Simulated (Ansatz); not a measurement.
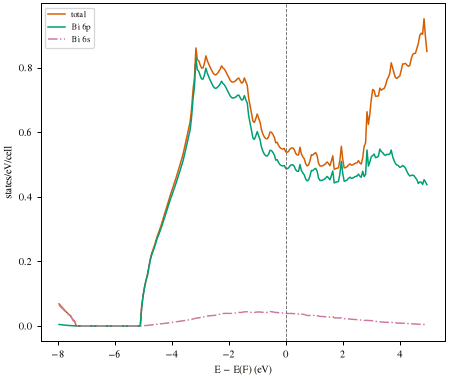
Total and projected density of states of Bi (simple cubic, Pm-3m), PBEsol in the plane-wave PAW code Ansatz

Question: Which orbitals carry the states next to the Fermi level?

Answer: Within 0.5 eV of the Fermi level: Bi 6p 90 %, Bi 6s 7 %. Projections are on Löwdin-orthogonalised atomic valence shells; empty p or d shells of many metals are not among them.

Question: Where is the tallest occupied peak in this window, and what makes it?

Answer: Near -3.1 eV, about 0.86 states/eV per cell; the largest projected share is Bi 6p.

The start of the workflow was typed in or built on a structure type; neither database checked (COD, Materials Project) lists it. It is not the phase usual at ambient conditions (space group No. 166). Symmetry was held in the PBEsol relaxation; whether a distortion lowers the energy is not shown. Scalar-relativistic: spin–orbit coupling is off unless named, which matters more the heavier the elements.

Potentials: the earlier of the program's two PAW sets. The files were generated under PBE; for other functionals the program regenerates the frozen cores, and for LDA and PBEsol the local potential too.
